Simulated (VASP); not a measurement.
Band structure of ZrC (rock salt). Computed with MS2 meta-GGA, VASP's PBE PAW potentials (set 64) (plane waves; VASP).

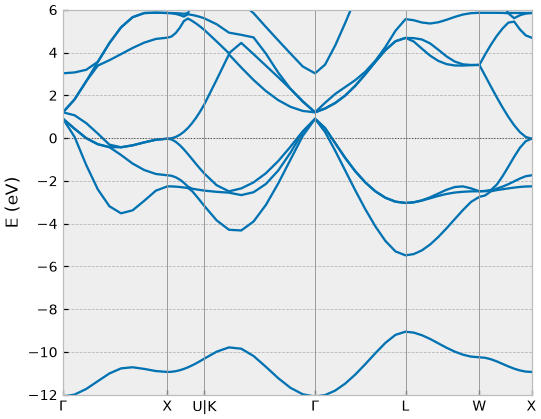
Figure. Bands along high-symmetry lines, zero at the valence-band maximum or, without a gap, the Fermi level

Task: Read the plot: is there a gap, and where are the band edges?

Result: It has no gap at this level: it comes out as a metal or semimetal.

The compound is ZrC in the rock salt structure. It was relaxed first.
